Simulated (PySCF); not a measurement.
System: C₃H₇FGe, SMILES C=C[CH2][GeH2][F], singlet.

Vertical TDDFT excitations, PBE0/def2-SVPD with PySCF 2.14.0, at a GFN2-xTB geometry (no frequency check), gas phase.

Q: Where does it absorb, and how strongly?

A: The lowest singlet lies at 6.11 eV (203 nm, f = 0.137); the brightest of the first 6 is S3 at 7.05 eV (176 nm), f = 0.331, mainly HOMO → LUMO+1 (73 %). No singlet lies below 3.1 eV (beyond 400 nm), so at this level no vertical transition falls in the visible.


```tsv
state	E (eV)	λ (nm)	f	main character
S1	6.11	203	0.137	HOMO → LUMO (86 %)
S2	6.89	180	0.010	HOMO → LUMO+2 (85 %)
S3	7.05	176	0.331	HOMO → LUMO+1 (73 %)
S4	7.50	165	0.038	HOMO → LUMO+3 (84 %)
S5	7.60	163	0.007	HOMO−1 → LUMO (91 %)
S6	7.78	159	0.048	HOMO → LUMO+4 (96 %)
```

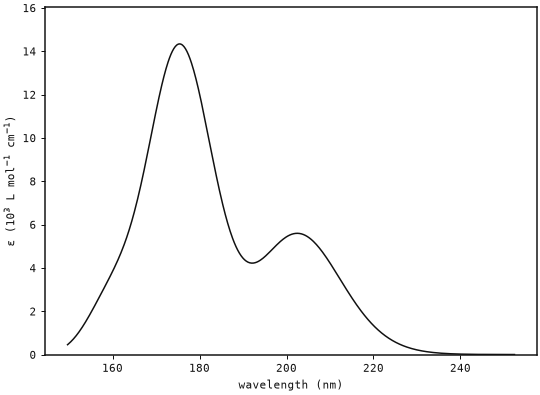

The lowest 6 singlet states are shown; each is broadened by a Gaussian of 1/e half-width 0.40 eV.

Note: states above the negative HOMO energy depend on the basis; the tight-binding geometry is rougher than a DFT one and adds to the error; one conformer of a flexible molecule; core orbitals are frozen in the response.
